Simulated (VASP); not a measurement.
Band structure of Al$_{3}$GaN$_{4}$ (ordered alloy cell). These are PBEsol GGA, VASP's PBE PAW potentials (set 64) (plane waves; VASP) values and carry that method's errors.

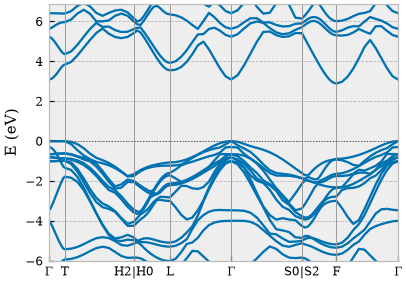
Figure: Bands along high-symmetry lines, zero at the valence-band maximum or, without a gap, the Fermi level

Problem. Read the plot: is there a gap, and where are the band edges?

Solution. The gap is indirect, 2.88 eV, from the valence maximum at Γ to the conduction minimum at F. (Edges off the drawn lines would not show.)

The structure was generated: Al3GaN4 was put into an ordered model structure (R3m), which need not be its known phase. It was relaxed first.
